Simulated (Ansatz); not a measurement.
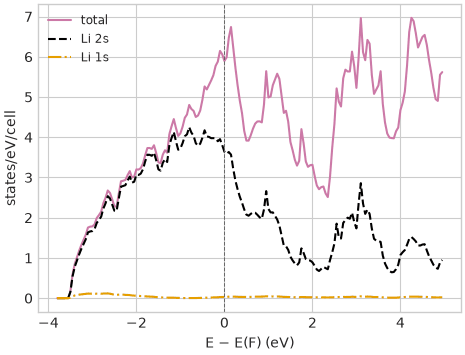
*Total and projected density of states of Li in space group Pmma (No. 51; Li on 2c, Li on 4k), PBEsol in the plane-wave PAW code Ansatz*

### Question
Which orbitals carry the states next to the Fermi level?

### Answer
Within 0.5 eV of the Fermi level: Li 2s 63 %, outside the projected shells 37 %. Projections are on Löwdin-orthogonalised atomic valence shells; empty p or d shells of many metals are not among them.

The workflow started from a Materials Project entry (that database holds measured and hypothetical structures alike); the Crystallography Open Database copy checked does not list it. It is not the phase usual at ambient conditions (space group No. 229). The cell was relaxed with PBEsol under the symmetry of its start; whether a distortion lowers the energy is not shown.

Potentials: the later of the program's two PAW sets.
